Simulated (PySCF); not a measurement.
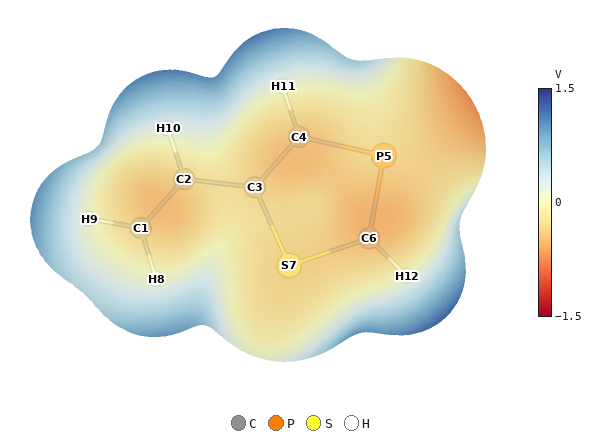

*C5H5PS (SMILES C=Cc1cpcs1). The electrostatic potential painted on the density surface at 0.002 e/bohr³, seen across its widest extent; red is negative and blue positive.*

Geometry: GFN2-xTB.

All numbers below come from PBE0/def2-SVPD, SCF density, gas phase in PySCF 2.14.0.

```csv
atom,x (Å),y (Å),z (Å)
C,-1.9759,-1.1732,0.4270
C,-1.3979,0.0150,0.2847
C,-0.0011,0.2295,-0.0068
C,0.5849,1.4553,-0.1487
P,2.3058,1.5337,-0.5041
C,2.4594,-0.1653,-0.5062
S,1.0721,-1.1194,-0.2043
H,-1.4174,-2.0896,0.3299
H,-3.0250,-1.2661,0.6449
H,-1.9815,0.9209,0.3872
H,0.0021,2.3578,-0.0442
H,3.3759,-0.6995,-0.6855
```

**Where is the surface potential most negative and most positive?**

The most negative region (about −0.7 V) lies over P5, the most positive (about +1.2 V) over H12.
